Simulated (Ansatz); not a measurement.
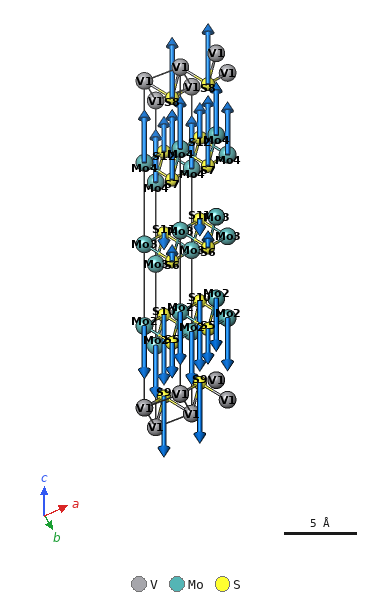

A relaxation of crystalline VMo3S8 (a generated structure, set up in P-3m1) (coarse preliminary run). The starting structure is drawn; blue arrows show the displacements (the part carried along by the change of the cell is left out), 30 times their true length.

The picture is a ball-and-stick view of the cell of the calculation, repeated 2 × 1 × 1 with one cell outlined, seen from a free direction.

Method: DFT PBE, scalar-relativistic, plane waves, PAW (Ansatz).

Input
```yaml
crystal:
  lattice:
    - [3.44367352, 0.0, 0.0]
    - [-1.72183676, 2.98230875, 0.0]
    - [0.0, 0.0, 24.99529508]
  atoms:
    - { symbol: V, position: [0.0, 0.0, 0.0], spin: -2.0 }
    - { symbol: Mo, position: [0.0, 0.0, 0.25], spin: 1.0 }
    - { symbol: Mo, position: [0.0, 0.0, 0.5], spin: 1.0 }
    - { symbol: Mo, position: [0.0, 0.0, 0.75], spin: 1.0 }
    - { symbol: S, position: [0.66666667, 0.33333333, 0.19015583] }
    - { symbol: S, position: [0.66666667, 0.33333333, 0.44015583] }
    - { symbol: S, position: [0.66666667, 0.33333333, 0.69015583] }
    - { symbol: S, position: [0.66666667, 0.33333333, 0.94015583] }
    - { symbol: S, position: [0.33333333, 0.66666667, 0.05984417] }
    - { symbol: S, position: [0.33333333, 0.66666667, 0.30984417] }
    - { symbol: S, position: [0.33333333, 0.66666667, 0.55984417] }
    - { symbol: S, position: [0.33333333, 0.66666667, 0.80984417] }
basis:
  ecutwfc: 420
kpoints:
  mp_grid: { grid: [6, 6, 1] }
hamiltonian:
  xc: pbe
scf:
  occupations: { method: gaussian, width: 0.1 }
  lower_state_search: "off"
output:
  forces: true
  stress: true
  eigenvalues: true
  populations: true
magnetization:
  spin_polarized: true
relax:
  adjacent_minimum: "off"
  f_tol: 0.04
  max_steps: 70
  cell: { stress_tol: 0.4 }
```

Run as
```bash
ansatz run input.yaml --threads 4 --pin off --max-ram 8192MiB --backend cpu --events-out ev --progress --plain --runs-dir out
```

### What did the optimiser do to the structure, and how much energy did it gain?

After 5 accepted moves (6 points after the start) the energy has fallen by 114 meV per atom. Largest force component: 1.4 eV/Å at the start, 0.026 eV/Å at the end. Pressure: −9.23 GPa at the start and 0.10 GPa at the end. The SCF was repeated once at an unchanged geometry on a basis and grid sized afresh for the cell, which shifted the energy by less than 0.05 meV per atom at most. The largest moves relative to the cell, 0.18 Å, are those of S7 and S10. S7 goes along +c. Largest moves by element: S 0.18 Å, Mo 0.14 Å. V stays in place. Cell: a = b 3.444 → 3.201 Å (−7.1 %), c 24.995 → 27.054 Å (+8.2 %). Volume −6.5 %. Near-neighbour distances that change, for instance: V1–S8 2.488 → 2.357 Å, Mo2–S10 2.488 → 2.428 Å. Bond angles that change, for instance: S6–Mo3–S11 92.4° → 97.5°, Mo3–S6–Mo3 87.6° → 82.5°, S6–Mo3–S6 87.6° → 82.5°. The space group stays P-3m1 (No. 164).

Limits of the set-up: layers or molecules are held without a dispersion correction, so their spacing is unreliable.
